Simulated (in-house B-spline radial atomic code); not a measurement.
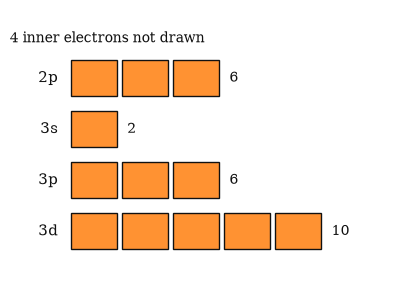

*The outer shells of the closed core: a box for each of the 2l + 1 orbitals, shaded by the share of the shell that is filled, with the electron count at the right.*

## Run report: Kr⁶⁺, many-body perturbation calculation

Kr⁶⁺, core [Ar] 3d10. Computed at this level: configuration interaction of two valence electrons with many-body perturbation theory for the core (screened one- and two-electron correlation potentials), Breit and QED, no-pair Dirac, B-spline basis (in-house B-spline radial atomic code).

Key numbers:

| quantity | value |
| --- | --- |
| outcome | converged |
| hardware | 1 thread of Arm Neoverse N1, 54 GiB of memory available, shared host |
| wall time | 3.3 min |

The input:
```
basis_form = 3
Z = 36
core_configuration = [Ar] 3d10
rms_radius = 4.1884
mass_number = 84
speed_of_light = 137.035999084
box_radius = 11.25
lmax = 6
intervals = 63
virtual_cutoff = 2592.0
```

The run was one of a batch that the task file lists, launched with:
```bash
python <driver script> task.json out
```

The program writes its results to a structured record and prints no log; tables and figures of this report are taken from that record.

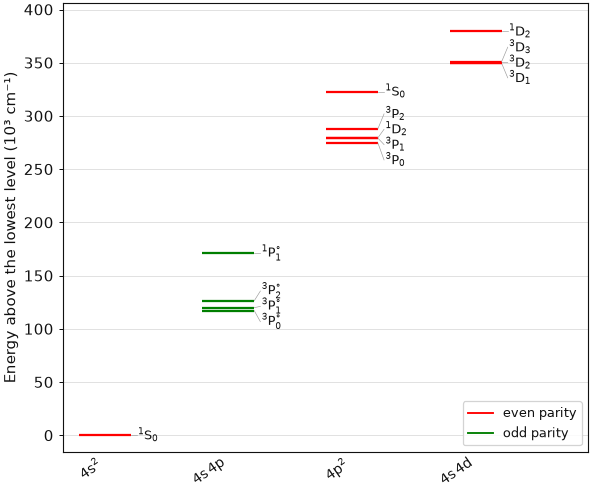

*Levels of Kr⁶⁺ (krypton, Z = 36), two electrons outside the core [Ar] 3d¹⁰. CI+MBPT: configuration interaction in the frozen-core Dirac–Hartree–Fock potential with screened core-valence correlation, Breit and QED terms; computed with a B-spline radial code.*

The lowest level is 4s² ¹S₀. The first excited level, 4s 4p ³P°₀, lies at 117,000 cm⁻¹. It is also the lowest level of opposite parity. The ionisation energy is 109.1 eV, against 108.1 eV from CI without core-valence correlation and a tabulated theoretical value of 109.1 eV.

| Level | E (cm⁻¹) |
| --- | --- |
| 4s² ¹S₀ | 0 |
| 4s 4p ³P°₀ | 117,200 |
| 4s 4p ³P°₁ | 119,900 |
| 4s 4p ³P°₂ | 126,400 |
| 4s 4p ¹P°₁ | 170,800 |
| 4p² ³P₀ | 274,700 |
| 4p² ³P₁ | 279,200 |
| 4p² ¹D₂ | 279,500 |
| 4p² ³P₂ | 288,000 |
| 4p² ¹S₀ | 322,900 |
| 4s 4d ³D₁ | 349,700 |
| 4s 4d ³D₂ | 350,200 |
| 4s 4d ³D₃ | 350,900 |
| 4s 4d ¹D₂ | 379,400 |
